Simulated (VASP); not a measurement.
Shape and ions are relaxed at each volume.

Energy against volume of TiO2 (rutile). Calculation: optB86b-vdW, VASP's PBE PAW potentials (set 64) (plane waves; VASP).

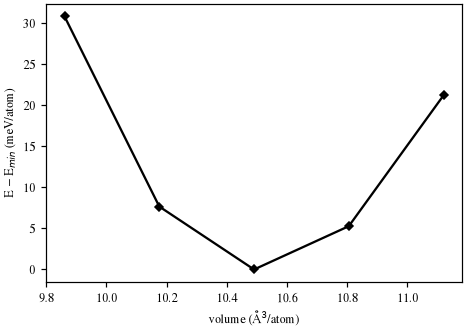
*Energy against volume*

### Question
Estimate the equilibrium volume and the bulk modulus.

### Answer
The minimum lies near 10.5 Å³/atom, and the curvature gives B0 of about 220 GPa.

The compound is TiO2 in the rutile structure. It was relaxed first.
